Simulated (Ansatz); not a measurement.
**Geometry relaxation of ZrH₂ClOF₃**

- system: ZrH₂ClOF₃
- method: RKS B3LYP-D4/def2-SVP (Ansatz 0.2.0)

It belongs to a series of runs on one base structure; here: end point A relaxed.

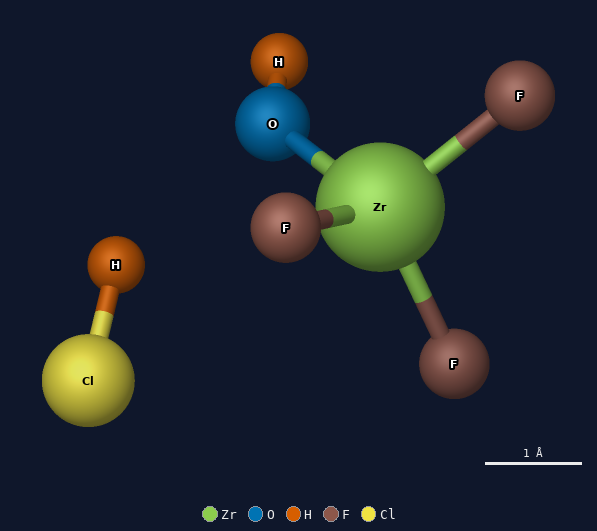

The input geometry (ball-and-stick view, seen at a tilt). Sticks mark near contacts. Bond lengths as drawn: Cl–H 1.33 Å, F–Zr 1.90 to 1.91 Å, H–O 0.96 Å and O–Zr 2.02 Å.

## The input
```yaml
crystal:
  periodic: [false, false, false]
  atoms:
    - { symbol: Zr, position_ang: [-0.128906, 0.101639, -0.052131] }
    - { symbol: O, position_ang: [-0.188434, -0.063124, 1.961171] }
    - { symbol: H, position_ang: [-0.726105, 0.20494, 2.715373] }
    - { symbol: F, position_ang: [1.652046, 0.368595, -0.675702] }
    - { symbol: F, position_ang: [-1.137376, 1.642267, -0.531297] }
    - { symbol: F, position_ang: [-0.982128, -1.370927, -0.909694] }
    - { symbol: Cl, position_ang: [1.725141, -2.727892, 1.483491] }
    - { symbol: H, position_ang: [1.108161, -1.823299, 2.246288] }
basis:
  gaussian: { orbitals: def2-SVP }
hamiltonian:
  xc: b3lyp
  dispersion: d4
relax:
  f_tol: 0.03
  max_steps: 50
output:
  orbitals: {}
```

Run on 4 threads of Arm Neoverse V1, 24 GiB of memory available, shared host.

Run as:
```bash
ansatz run input.yaml --threads 4 --pin off --max-ram 5120MiB --backend cpu --events-out ev --progress --plain --runs-dir out
```

## The program's output
```
The last accepted step is kept in [file] (removed where the run ends without a failure and the disk answers)
Engine: ansatz 0.2.0, aarch64-unknown-linux-gnu
Functional definition: B3LYP
  parameter a0 = 0.2
  parameter ax = 0.72
  parameter ac = 0.81
  exchange = (1 - a0 - ax)*slater_x + ax*b88_x + a0*exact_x
  correlation = (1 - ac)*vwn_rpa_c + ac*lyp_c
1188 factors; integrals over basis functions are off by at most 4.2e-4 eV
mean field evaluation 1: about -24019.9054 eV, gradient 8.2e1 eV
mean field evaluation 2: about -23943.3462 eV, gradient 2.2e2 eV
mean field evaluation 4: about -24030.9066 eV, gradient 1.2e1 eV
mean field evaluation 8: about -24031.2070 eV, gradient 5.2e-1 eV
mean field evaluation 16: about -24031.2076 eV, gradient 3.3e-5 eV
mean field -24031.20760911 eV, -883.1305906971 hartree, gradient 3.4e-5 eV, S^2 0.000000; 0 other end points of the search recorded, 0 dependent functions left out
the calculation of the forces begins
reference -24031.20794065 eV, -883.1306028812 hartree; 33, 33 occupied and 82, 82 virtual orbitals, 1188 factors
relax step   1: F+E_penalty+E_count = -24031.47389937 eV  Δ(F+E_penalty+E_count) = +0.000e0 eV  max|allowed force component| = 1.518e0 eV/Å  Δτ_max = 0.0000 Å  (28 SCF iters, accepted)
these checks for a lower state are left out or cut short: starts, cluster_reference, orbital_swaps, neighbouring_geometries, increment
1188 factors; integrals over basis functions are off by at most 5.7e-4 eV
mean field -24031.30080696 eV, -883.1340156552 hartree, gradient 1.5e-5 eV, S^2 0.000000; 0 other end points of the search recorded, 0 dependent functions left out
the calculation of the forces begins
reference -24031.30113596 eV, -883.1340277457 hartree; 33, 33 occupied and 82, 82 virtual orbitals, 1188 factors
relax step   2: F+E_penalty+E_count = -24031.58349903 eV  Δ(F+E_penalty+E_count) = -1.096e-1 eV  max|allowed force component| = 3.828e-1 eV/Å  Δτ_max = 0.1949 Å  (30 SCF iters, accepted)
these checks for a lower state are left out or cut short: starts, cluster_reference, orbital_swaps, neighbouring_geometries, increment
1188 factors; integrals over basis functions are off by at most 5.9e-4 eV
mean field evaluation 32: about -24031.3242 eV, gradient 1.6e-5 eV
mean field -24031.32419684 eV, -883.1348752174 hartree, gradient 1.6e-5 eV, S^2 0.000000; 0 other end points of the search recorded, 0 dependent functions left out
the calculation of the forces begins
reference -24031.32452463 eV, -883.1348872632 hartree; 33, 33 occupied and 82, 82 virtual orbitals, 1188 factors
relax step   3: F+E_penalty+E_count = -24031.61805956 eV  Δ(F+E_penalty+E_count) = -3.456e-2 eV  max|allowed force component| = 3.167e-1 eV/Å  Δτ_max = 0.1949 Å  (30 SCF iters, accepted)
these checks for a lower state are left out or cut short: starts, cluster_reference, orbital_swaps, neighbouring_geometries, increment
1188 factors; integrals over basis functions are off by at most 5.8e-4 eV
mean field -24031.33490560 eV, -883.1352687568 hartree, gradient 1.7e-5 eV, S^2 0.000000; 0 other end points of the search recorded, 0 dependent functions left out
the calculation of the forces begins
reference -24031.33523418 eV, -883.1352808320 hartree; 33, 33 occupied and 82, 82 virtual orbitals, 1188 factors
relax step   4: F+E_penalty+E_count = -24031.63244785 eV  Δ(F+E_penalty+E_count) = -1.439e-2 eV  max|allowed force component| = 1.129e-1 eV/Å  Δτ_max = 0.0901 Å  (30 SCF iters, accepted)
these checks for a lower state are left out or cut short: starts, cluster_reference, orbital_swaps, neighbouring_geometries, increment
1188 factors; integrals over basis functions are off by at most 6.0e-4 eV
mean field -24031.33872542 eV, -883.1354091328 hartree, gradient 1.2e-5 eV, S^2 0.000000; 0 other end points of the search recorded, 0 dependent functions left out
the calculation of the forces begins
reference -24031.33905409 eV, -883.1354212112 hartree; 33, 33 occupied and 82, 82 virtual orbitals, 1188 factors
relax step   5: F+E_penalty+E_count = -24031.63420186 eV  Δ(F+E_penalty+E_count) = -1.754e-3 eV  max|allowed force component| = 1.332e-1 eV/Å  Δτ_max = 0.0801 Å  (31 SCF iters, accepted)
these checks for a lower state are left out or cut short: starts, cluster_reference, orbital_swaps, neighbouring_geometries, increment
1188 factors; integrals over basis functions are off by at most 6.0e-4 eV
mean field -24031.34256869 eV, -883.1355503705 hartree, gradient 8.3e-6 eV, S^2 0.000000; 0 other end points of the search recorded, 0 dependent functions left out
the calculation of the forces begins
reference -24031.34289716 eV, -883.1355624412 hartree; 33, 33 occupied and 82, 82 virtual orbitals, 1188 factors
relax step   6: F+E_penalty+E_count = -24031.63802918 eV  Δ(F+E_penalty+E_count) = -3.827e-3 eV  max|allowed force component| = 1.084e-1 eV/Å  Δτ_max = 0.0566 Å  (30 SCF iters, accepted)
these checks for a lower state are left out or cut short: starts, cluster_reference, orbital_swaps, neighbouring_geometries, increment
1188 factors; integrals over basis functions are off by at most 6.0e-4 eV
mean field -24031.34267276 eV, -883.1355541949 hartree, gradient 8.0e-6 eV, S^2 0.000000; 0 other end points of the search recorded, 0 dependent functions left out
the calculation of the forces begins
reference -24031.34300116 eV, -883.1355662634 hartree; 33, 33 occupied and 82, 82 virtual orbitals, 1188 factors
relax step   7: F+E_penalty+E_count = -24031.63886844 eV  Δ(F+E_penalty+E_count) = -8.393e-4 eV  max|allowed force component| = 6.417e-2 eV/Å  Δτ_max = 0.0121 Å  (32 SCF iters, accepted)
these checks for a lower state are left out or cut short: starts, cluster_reference, orbital_swaps, neighbouring_geometries, increment
1188 factors; integrals over basis functions are off by at most 5.9e-4 eV
mean field evaluation 64: about -24031.3432 eV, gradient 6.2e-5 eV
mean field -24031.34322863 eV, -883.1355746228 hartree, gradient 7.9e-6 eV, S^2 0.000000; 0 other end points of the search recorded, 0 dependent functions left out
the calculation of the forces begins
reference -24031.34355692 eV, -883.1355866870 hartree; 33, 33 occupied and 82, 82 virtual orbitals, 1188 factors
relax step   8: F+E_penalty+E_count = -24031.63954710 eV  Δ(F+E_penalty+E_count) = -6.787e-4 eV  max|allowed force component| = 6.467e-2 eV/Å  Δτ_max = 0.0224 Å  (31 SCF iters, accepted)
these checks for a lower state are left out or cut short: starts, cluster_reference, orbital_swaps, neighbouring_geometries, increment
1188 factors; integrals over basis functions are off by at most 5.9e-4 eV
mean field -24031.34361371 eV, -883.1355887742 hartree, gradient 7.9e-6 eV, S^2 0.000000; 0 other end points of the search recorded, 0 dependent functions left out
the calculation of the forces begins
reference -24031.34394206 eV, -883.1356008407 hartree; 33, 33 occupied and 82, 82 virtual orbitals, 1188 factors
relax step   9: F+E_penalty+E_count = -24031.63976584 eV  Δ(F+E_penalty+E_count) = -2.187e-4 eV  max|allowed force component| = 1.536e-2 eV/Å  Δτ_max = 0.0183 Å  (31 SCF iters, accepted)
```

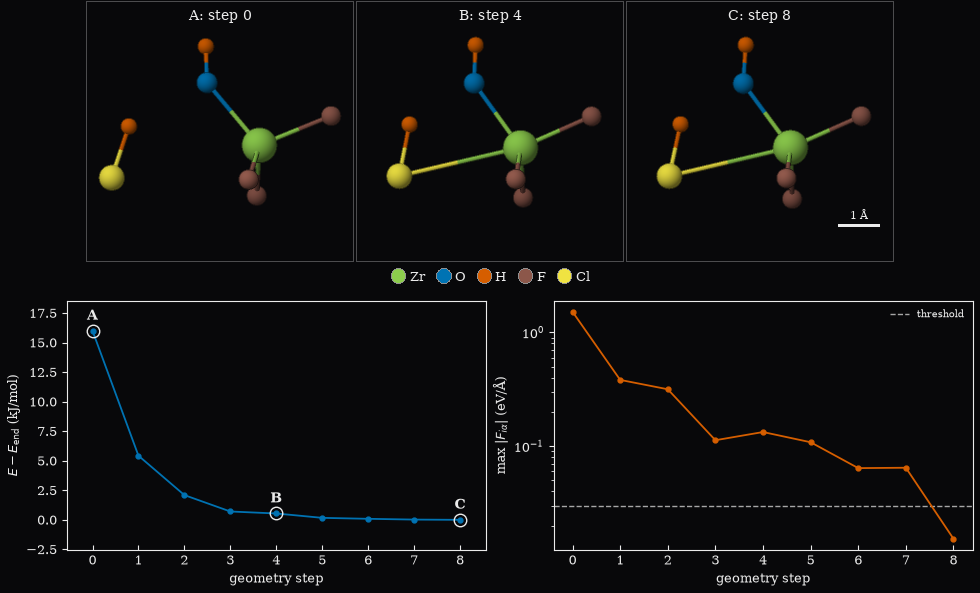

Frames of the relaxation (ball-and-stick view, seen at a tilt) above the curves, on which the letters mark them (the first geometry is step 0 here and step 1 in the log).

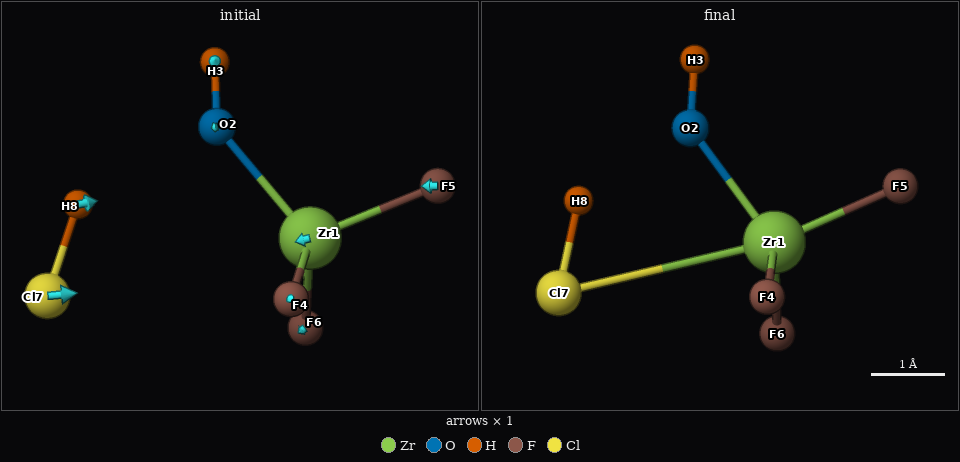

Before (left) and after (right) the relaxation, at one scale (ball-and-stick view, seen at a tilt). The teal arrows give the displacements, at true length. The atom that moves furthest after the best rigid fit is Cl7 (0.43 Å). Largest moves by element: Cl 0.43 Å, H 0.31 Å, F 0.25 Å, Zr 0.23 Å, O 0.10 Å. Distances before and after: Zr1–Cl7 3.715 → 3.059 Å, Zr1–O2 2.021 → 1.978 Å, Cl7–H8 1.334 → 1.317 Å, Zr1–F4 1.906 → 1.912 Å. Among the angles that change: O2–Zr1–F5 107.5° → 102.0°, F4–Zr1–F5 107.4° → 103.3°, O2–Zr1–F4 111.4° → 115.1°. After 8 geometry steps the energy has fallen by 16.0 kJ/mol. The largest force component goes from 1.5 to 0.015 eV/Å. (Atoms are counted from 1 in the order of the input.)

```
1188 factors; integrals over basis functions are off by at most 5.9e-4 eV
mean field -24031.34361371 eV, -883.1355887742 hartree, gradient 7.9e-6 eV, S^2 0.000000; 1 other end points of the search recorded, 0 dependent functions left out
the calculation of the forces begins
reference -24031.34394206 eV, -883.1356008407 hartree; 33, 33 occupied and 82, 82 virtual orbitals, 1188 factors
Total energy: -24031.64009419 eV, -883.1464842307 hartree
Atom 0 at    -0.021358    -0.078315     0.033811 Å, force     0.006349    -0.010353    -0.003007 eV/Å
Atom 1 at    -0.182932    -0.158122     2.003154 Å, force    -0.012031     0.015361    -0.015030 eV/Å
Atom 2 at    -0.612083     0.299768     2.734587 Å, force     0.004557    -0.000360     0.003904 eV/Å
Atom 3 at     1.715932     0.378185    -0.621040 Å, force    -0.008244    -0.002036     0.003652 eV/Å
Atom 4 at    -1.066476     1.456324    -0.388312 Å, force    -0.002027     0.000965     0.007722 eV/Å
Atom 5 at    -0.910751    -1.486419    -0.904811 Å, force     0.006864     0.005138     0.002970 eV/Å
Atom 6 at     1.520537    -2.419575     1.257904 Å, force     0.006360    -0.010324    -0.004950 eV/Å
Atom 7 at     0.879529    -1.659648     2.122206 Å, force    -0.001829     0.001610     0.004740 eV/Å
Dipole moment:    -0.110912     0.037703     0.700813 e Å
```

## Trajectory as extended XYZ (Å, eV, eV/Å), 9 frames, from step=1 to step=9
```
8
Properties=species:S:1:pos:R:3:forces:R:3 step=1 energy=-24031.47390
Zr   -0.1289    0.1016   -0.0521    0.0293  -0.2280   1.5184
O    -0.1884   -0.0631    1.9612    0.0997  -0.0023  -1.4117
H    -0.7261    0.2049    2.7154    0.0380  -0.0013  -0.0296
F     1.6520    0.3686   -0.6757   -0.0007   0.0005   0.0019
F    -1.1374    1.6423   -0.5313   -0.0011  -0.0026   0.0031
F    -0.9821   -1.3709   -0.9097    0.0047  -0.0024  -0.0023
Cl    1.7251   -2.7279    1.4835   -0.5296   0.7883   0.5037
H     1.1082   -1.8233    2.2463    0.3597  -0.5523  -0.5835
8
Properties=species:S:1:pos:R:3:forces:R:3 step=2 energy=-24031.58350
Zr   -0.1014    0.0535   -0.0033    0.1931  -0.1802  -0.3136
O    -0.1558   -0.1170    1.9344   -0.1819   0.0841   0.3828
H    -0.6790    0.1741    2.6907    0.0706  -0.0151   0.0272
F     1.6714    0.3376   -0.6425    0.1011   0.0548  -0.0160
F    -1.1103    1.5955   -0.4840   -0.0508   0.0667   0.0521
F    -0.9617   -1.4030   -0.8811   -0.0780  -0.0872  -0.0262
Cl    1.6319   -2.5748    1.4070   -0.1839   0.2632   0.1813
H     1.0272   -1.7336    2.2163    0.1298  -0.1862  -0.2876
8
Properties=species:S:1:pos:R:3:forces:R:3 step=3 energy=-24031.61806
Zr   -0.0633   -0.0057    0.0307    0.1702  -0.1840  -0.2319
O    -0.1738   -0.1082    1.9788   -0.1628   0.0665   0.3167
H    -0.6954    0.2240    2.7200    0.0887  -0.0255  -0.0283
F     1.7152    0.2953   -0.5941    0.0221   0.1185  -0.0421
F    -1.0755    1.5368   -0.4502   -0.0080   0.0128   0.0126
F    -0.9320   -1.4673   -0.8373   -0.0831   0.0033  -0.0355
Cl    1.5789   -2.4573    1.2608   -0.0867   0.0868   0.1100
H     0.9683   -1.6853    2.1289    0.0596  -0.0785  -0.1014
8
Properties=species:S:1:pos:R:3:forces:R:3 step=4 energy=-24031.63245
Zr   -0.0225   -0.0600    0.0405    0.0073   0.0125  -0.0564
O    -0.1788   -0.1137    2.0026   -0.0700   0.0299   0.1129
H    -0.6858    0.2563    2.7370    0.0986  -0.0366  -0.0967
F     1.7370    0.3371   -0.6010   -0.0668   0.0329  -0.0009
F    -1.0568    1.4783   -0.4132    0.0418  -0.0677   0.0018
F    -0.9214   -1.4966   -0.8460   -0.0193   0.0577  -0.0295
Cl    1.5107   -2.4228    1.2131    0.0362  -0.0157   0.0335
H     0.9401   -1.6464    2.1045   -0.0277  -0.0131   0.0353
8
Properties=species:S:1:pos:R:3:forces:R:3 step=5 energy=-24031.63420
Zr   -0.0207   -0.0793    0.0297    0.0268   0.1332   0.0186
O    -0.1766   -0.1315    1.9978   -0.0797  -0.0302   0.0387
H    -0.6508    0.2700    2.7369    0.0601  -0.0218  -0.0944
F     1.7258    0.3541   -0.6275   -0.1016  -0.0207   0.0059
F    -1.0495    1.4688   -0.3983    0.0536  -0.0768   0.0153
F    -0.9545   -1.4732   -0.8913    0.0569   0.0061   0.0327
Cl    1.5699   -2.3900    1.2559   -0.1184   0.0424   0.0940
H     0.8788   -1.6868    2.1343    0.1023  -0.0322  -0.1107
8
Properties=species:S:1:pos:R:3:forces:R:3 step=6 energy=-24031.63803
Zr   -0.0188   -0.0704    0.0324   -0.0222   0.0275  -0.0360
O    -0.1770   -0.1338    1.9980    0.0161  -0.0411  -0.0158
H    -0.6492    0.2665    2.7356   -0.0004   0.0283   0.0207
F     1.7221    0.3707   -0.6284   -0.0359  -0.0189   0.0161
F    -1.0583    1.4670   -0.4015    0.0251  -0.0410   0.0130
F    -0.9307   -1.4796   -0.8856    0.0321   0.0253   0.0117
Cl    1.5280   -2.4281    1.2553   -0.0717   0.0984   0.0987
H     0.9063   -1.6600    2.1317    0.0569  -0.0786  -0.1084
8
Properties=species:S:1:pos:R:3:forces:R:3 step=7 energy=-24031.63887
Zr   -0.0185   -0.0737    0.0344   -0.0080   0.0136  -0.0622
O    -0.1792   -0.1396    1.9989   -0.0061  -0.0184   0.0444
H    -0.6396    0.2728    2.7379    0.0086   0.0152   0.0028
F     1.7219    0.3691   -0.6247   -0.0182  -0.0065   0.0068
F    -1.0582    1.4625   -0.3985    0.0076  -0.0127   0.0068
F    -0.9254   -1.4825   -0.8876    0.0171   0.0108   0.0017
Cl    1.5252   -2.4193    1.2515   -0.0371   0.0461   0.0640
H     0.8963   -1.6570    2.1256    0.0361  -0.0481  -0.0642
8
Properties=species:S:1:pos:R:3:forces:R:3 step=8 energy=-24031.63955
Zr   -0.0199   -0.0765    0.0347   -0.0017  -0.0030  -0.0344
O    -0.1850   -0.1484    2.0003   -0.0230   0.0108   0.0647
H    -0.6221    0.2863    2.7419    0.0260  -0.0143  -0.0346
F     1.7190    0.3710   -0.6219    0.0027   0.0042  -0.0006
F    -1.0612    1.4584   -0.3938   -0.0079   0.0130  -0.0011
F    -0.9167   -1.4852   -0.8954    0.0035  -0.0043  -0.0047
Cl    1.5264   -2.4174    1.2554   -0.0108   0.0067   0.0148
H     0.8819   -1.6559    2.1164    0.0112  -0.0132  -0.0040
8
Properties=species:S:1:pos:R:3:forces:R:3 step=9 energy=-24031.63977
Zr   -0.0214   -0.0783    0.0338    0.0063  -0.0104  -0.0030
O    -0.1829   -0.1581    2.0032   -0.0120   0.0154  -0.0150
H    -0.6121    0.2998    2.7346    0.0046  -0.0004   0.0039
F     1.7159    0.3782   -0.6210   -0.0082  -0.0020   0.0037
F    -1.0665    1.4563   -0.3883   -0.0020   0.0010   0.0077
F    -0.9108   -1.4864   -0.9048    0.0069   0.0051   0.0030
Cl    1.5205   -2.4196    1.2579    0.0064  -0.0103  -0.0050
H     0.8795   -1.6596    2.1222   -0.0018   0.0016   0.0047
```

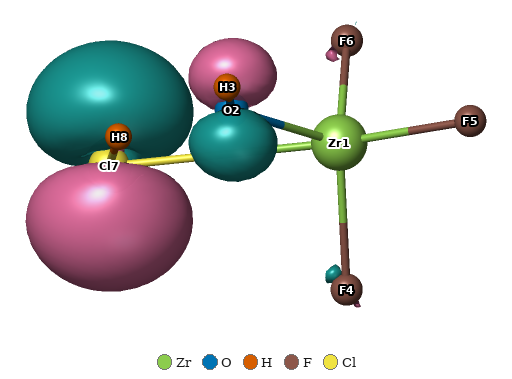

The HOMO at ±0.15 Å⁻³ᐟ² (teal and pink are the two phases), seen from the side. Its energy is −9.37 eV.

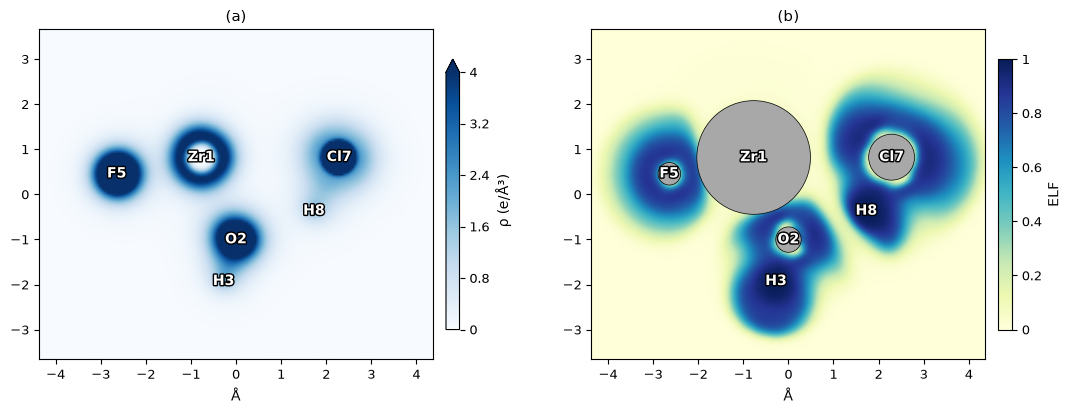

(a) electron density; (b) electron localisation function on the plane of atoms Zr1, O2 and H3. Grey discs, where drawn, cover atomic cores. Zr–F (1.90 Å): ρ is about 0.92 e/Å³ halfway; the ELF peaks at about 0.85 in the valence shell of F, 0.5 Å from its nucleus, and drops to about 0.20 between the two atoms.

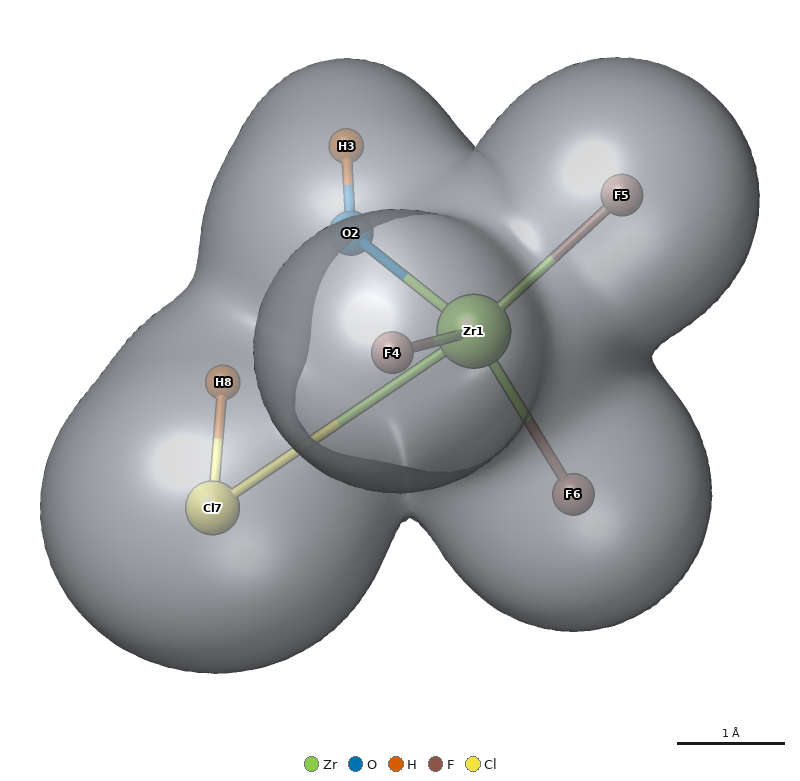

Isosurface of the total electron density at 0.05 e/Å³ (grey), seen at a tilt. At this value the surface is in one piece. On the grid the lowest density along these lines, outside the cores, is 0.88 e/Å³ (Zr–F, 1.90 Å), 0.78 e/Å³ (Zr–O, 1.98 Å), 0.12 e/Å³ (Zr–Cl, 3.06 Å) and 2.3 e/Å³ (O–H, 0.96 Å).

## Key numbers

| quantity | value |
| --- | --- |
| outcome | converged |
| total energy | −24031.6401 eV |
| mean-field energy | −24031.3439 eV |
| largest force (length of the vector) at the end | 0.025 eV/Å |
| wall time | 22 s (CPU time 81 s) |
| peak memory | 0.29 GiB |
